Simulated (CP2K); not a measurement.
# GFN2-xTB run of CH3AlF2 (SMILES [CH3][Al]([F])[F])

What is the energy change on altering one bond length of CH3AlF2 at GFN2-xTB? 

The calculation is run with CP2K 2026.2.

2 further runs of the same task are left out: 1 that didn't finish, 1 set aside as unsound or not needed.

## Step 1: The structure to begin with

CH3AlF2: 7 atoms, total charge 0, spin state singlet. SMILES: `[CH3][Al]([F])[F]`. The shape is that of a PBE0-D4/def2-TZVP optimisation.

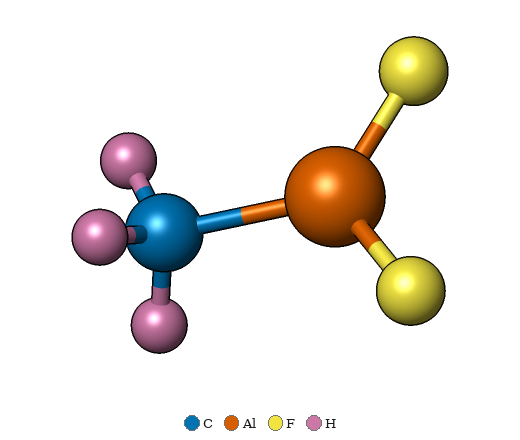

The structure, seen from a chosen angle (carbon blue, aluminium orange, fluorine yellow, hydrogen pink).

## Step 2: The energy at GFN2-xTB

qs.inp

```
&GLOBAL
   PROJECT_NAME qs
   RUN_TYPE ENERGY
   PRINT_LEVEL MEDIUM
&END
&FORCE_EVAL
   METHOD Quickstep
   &DFT
      CHARGE 0
      MULTIPLICITY 1
      &QS
         METHOD XTB
         EPS_DEFAULT 1.0E-10
         &XTB
            GFN_TYPE TBLITE
            &TBLITE
               METHOD GFN2
            &END
            CHECK_ATOMIC_CHARGES F
         &END
      &END
      &POISSON
         PERIODIC NONE
         POISSON_SOLVER ANALYTIC
      &END
      &SCF
         SCF_GUESS ATOMIC
         EPS_SCF 1.0E-06
         MAX_SCF 150
         ADDED_MOS 8
         &DIAGONALIZATION
            ALGORITHM STANDARD
         &END
         &MIXING
            METHOD DIRECT_P_MIXING
            ALPHA 0.4
         &END
         &SMEAR ON
            METHOD FERMI_DIRAC
            ELECTRONIC_TEMPERATURE [K] 300
         &END
      &END
      &PRINT
         &MOMENTS
            PERIODIC F
            REFERENCE COM
            MAX_MOMENT 1
         &END
         &MO ON
            ENERGIES T
            OCCUPATION_NUMBERS T
            NDIGITS 6
            &EACH
               QS_SCF 0
            &END
            ADD_LAST NUMERIC
         &END
         &HIRSHFELD OFF
         &END
      &END
   &END
   &SUBSYS
      &CELL
         ABC [angstrom] 12.6 13.7 12.3
         PERIODIC NONE
      &END
      &COORD
         SCALED T
         C    0.46251587   0.59360949   0.46598374
         Al   0.50590476   0.46352920   0.50534959
         F    0.60273810   0.44431022   0.59234146
         F    0.44903968   0.36561679   0.45460976
         H    0.39726190   0.59288686   0.40765854
         H    0.43713492   0.63438321   0.53783740
         H    0.52876190   0.63397445   0.43025203
      &END
   &END
&END
```

Command:

```console
$ OMP_NUM_THREADS=1 cp2k.psmp -i qs.inp > qs.out 2>&1
```

The program printed, shortened:

```text
CP2K| version string:                                       CP2K version 2026.2
[...]
 GLOBAL| Method name                                                        CP2K
[...]
 GLOBAL| Run type                                                         ENERGY
[...]
                             - Atoms:                                          7
[...]
                             - Spherical basis functions:                     24
[...]
 Number of electrons:                                                         24
[...]
  *** SCF run converged in    16 steps ***
[...]
  Fermi energy:                                                -0.29010188524962
[...]
 TB_DIPOLE| Moment [Debye]         -0.85452956       2.73853053      -0.75664431
 TB_DIPOLE| Derivative [a.u.]       0.00000000       0.00000000       0.00000000
[...]
 ENERGY| Total FORCE_EVAL ( QS ) energy [hartree]            -14.363799271284956
[...]
```

Wall time 0.22 s (1 thread of Arm Neoverse V2, shared host).

## Step 3: The distorted shape, same level

job.inp

```
&global
 project_name job
 run_type ENERGY
 print_level MEDIUM
&end global

&force_eval
 method Quickstep
 &dft
  &qs
   method XTB
   eps_default 1.0E-10
   &xtb
    gfn_type TBLITE
    &tblite
     method GFN2
    &end tblite
    check_atomic_charges F
   &end xtb
  &end qs
  &poisson
   periodic NONE
   poisson_solver ANALYTIC
  &end poisson
  &scf
   scf_guess ATOMIC
   eps_scf 1.0E-06
   max_scf 150
   added_mos 8
   &diagonalization
    algorithm STANDARD
   &end diagonalization
   &mixing
    method DIRECT_P_MIXING
    alpha 0.4
   &end mixing
   &smear ON
    method FERMI_DIRAC
    electronic_temperature [K] 300
   &end smear
  &end scf
  &print
   &moments
    periodic F
    reference COM
    max_moment 1
   &end moments
   &mo ON
    energies T
    occupation_numbers T
    ndigits 6
    &each
     qs_scf 0
    &end each
    add_last NUMERIC
   &end mo
   &hirshfeld OFF
   &end hirshfeld
  &end print
 &end dft
 &subsys
  &cell
   abc 12.6 14.1 12.3
   periodic NONE
  &end cell
  &coord
   SCALED T
   C    0.46251587   0.57510755   0.46449512
   Al   0.50590476   0.44871748   0.50386098
   F    0.60273810   0.43004372   0.59085285
   F    0.44903968   0.35358273   0.45312114
   H    0.39726190   0.57440543   0.40616992
   H    0.41683071   0.64641727   0.59383008
   H    0.52876190   0.61432741   0.42876341
  &end coord
 &end subsys
&end force_eval
```

Command:

```console
$ OMP_NUM_THREADS=1 cp2k.psmp -i job.inp > job.out 2>&1
```

The program printed, shortened:

```text
CP2K| version string:                                       CP2K version 2026.2
[...]
 GLOBAL| Method name                                                        CP2K
[...]
 GLOBAL| Run type                                                         ENERGY
[...]
                             - Atoms:                                          7
[...]
                             - Spherical basis functions:                     24
[...]
 Number of electrons:                                                         24
[...]
  *** SCF run converged in    16 steps ***
[...]
  Fermi energy:                                                -0.35120121592384
[...]
 TB_DIPOLE| Moment [Debye]         -0.79413190       2.47689116      -1.14294022
 TB_DIPOLE| Derivative [a.u.]       0.00000000       0.00000000       0.00000000
[...]
 ENERGY| Total FORCE_EVAL ( QS ) energy [hartree]            -14.253145657023641
[...]
```

It took 0.22 s on 1 thread of Arm Neoverse V2, shared host.

## Step 4: Results

Level: GFN2-xTB.

| quantity | value |
| --- | --- |
| first shape: total energy | -14.36380 Eh |
| first shape: dipole moment (from atomic charges alone) | 2.97 D |
| first shape: HOMO energy | -11.86 eV |
| first shape: LUMO energy | -7.00 eV |
| first shape: HOMO–LUMO gap | 4.86 eV |
| first shape: dispersion energy | -6.12 kJ/mol |
| distorted shape: total energy | -14.25315 Eh |
| distorted shape: dipole moment (from atomic charges alone) | 2.84 D |
| distorted shape: HOMO energy | -11.64 eV |
| distorted shape: LUMO energy | -8.66 eV |
| distorted shape: HOMO–LUMO gap | 2.98 eV |
| distorted shape: dispersion energy | -7.09 kJ/mol |
| energy change with the C1–H6 bond stretched from 1.093 to 1.968 Å | 3.011 eV |

With the C1–H6 bond stretched from 1.093 to 1.968 Å the energy rises by 3.01 eV (291 kJ/mol). The first shape isn't relaxed at this level, so the change isn't measured from a minimum. The dipole (first shape) comes from point charges on the atoms alone, without atomic dipoles, so it is partial. The dipole (distorted shape) comes from point charges on the atoms alone, without atomic dipoles, so it is partial.
